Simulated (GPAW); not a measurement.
# Polarising 1T-SiSTe monolayer with a field along the normal

The dipole of the cell at several fields, atoms fixed. What does the strongest field give, and what length does the slope stand for?

Set-up. GPAW 26.7.0, plane waves (400 eV), PAW setups, PBE, 9×9 mesh, a dipole layer in the vacuum; geometry relaxed without an applied field with GPAW. The cell's area is 10.80 Å², and e/ε0 = 180.95 V Å.

Results, with one row withheld:

| field (V/Å) | dipole (e Å) |
| --- | --- |
| −0.2 | −0.1058 |
| −0.1 | −0.0740 |
| −0.05 | −0.0581 |
| 0.05 | −0.0262 |
| 0.1 | −0.0103 |
| 0.2 | 0.0216 |
| 0.3 | ? |

**Question.** What is the dipole at 0.3 V/Å?

Worked answer. A line through the 6 points has the slope α = 0.319 e Å per V/Å and the intercept p₀ = −0.0421 e Å (r.m.s. residual 2.7e−05). At 0.3 V/Å it gives p = −0.0421 + 0.319 × 0.3 = 0.0534 e Å; the run gives 0.0535 e Å, so the response stays linear to 0.1 % of the induced part. Dividing by ε0 and the area: α/(ε0 A) = 0.319 × 180.95 / 10.80 = 5.33 Å, against 3.00 Å between the outer nuclei.

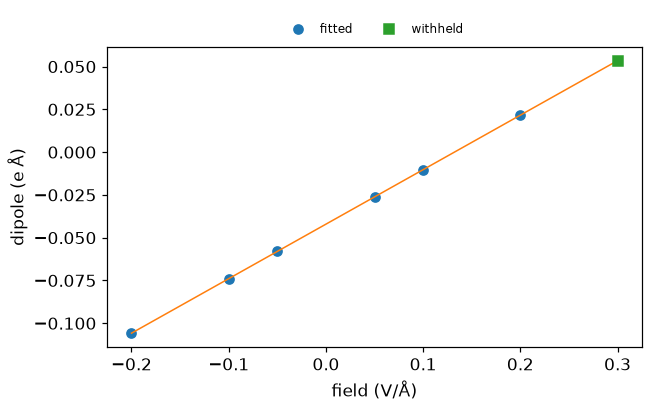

The line and the withheld run.

**Limits.** This is the electronic response alone; ions that move would add to it in polar layers. No run was spin-polarised, so magnetic states weren't tested. Spin-orbit coupling is left out, which matters for the heavier atoms here. Layers with unlike faces were relaxed with their cell in a fully periodic cell without the dipole layer, so their atoms felt a small spurious field.
